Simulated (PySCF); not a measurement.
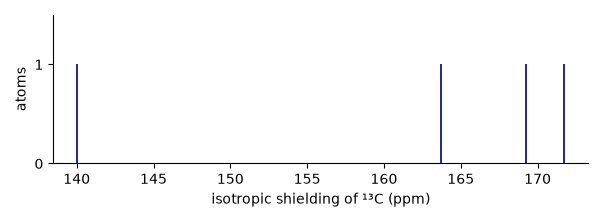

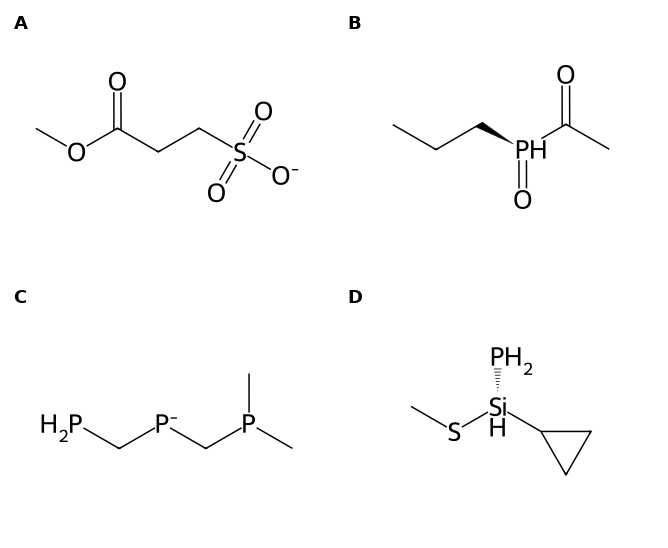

The sticks are computed shieldings of one of the molecules, for one fixed geometry (GFN2-xTB) without averaging over rotations. Low shielding means a high chemical shift. Method: GIAO PBE0/pcSseg-1 NMR shielding, non-relativistic, gas phase (PySCF 2.14.0).

### Which molecule gives this pattern?

C, `CP(C)C[P-]CP`. Its 4 C atoms give lines at 140.1, 163.7, 169.2, 171.7 ppm.

The geometry is semi-empirical. Around P, Si such bond lengths and angles can be off by a tenth of an ångström or more and by several degrees, and values that hang on the shape move with them.
